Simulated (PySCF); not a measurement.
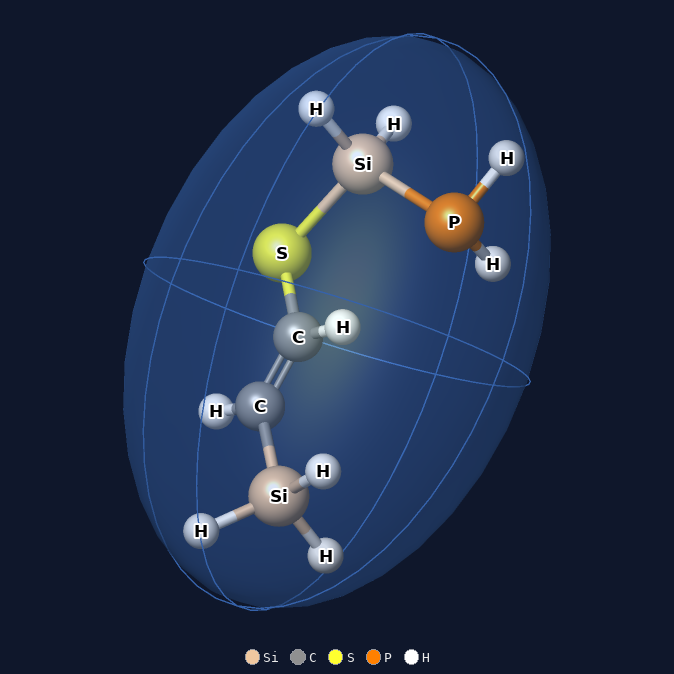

The ellipsoid shows the static dipole polarisability: its half-axes are proportional to the principal values. The computed structure is the end point of a GFN2-xTB optimisation. No frequency run is at hand to confirm it as a minimum. Method: CAM-B3LYP/def2-SVPD (PySCF 2.14.0).

Question. How large and how anisotropic is the polarisability?

Answer. Principal values 95.3, 125.9, 170.8 bohr³; mean 130.6 bohr³ (19.36 Å³); anisotropy 65.8 bohr³, so the longest axis is 1.79 times the shortest.

The geometry is semi-empirical. Around P, Si such bond lengths and angles can be off by a tenth of an ångström or more and by several degrees, and values that hang on the shape move with them.
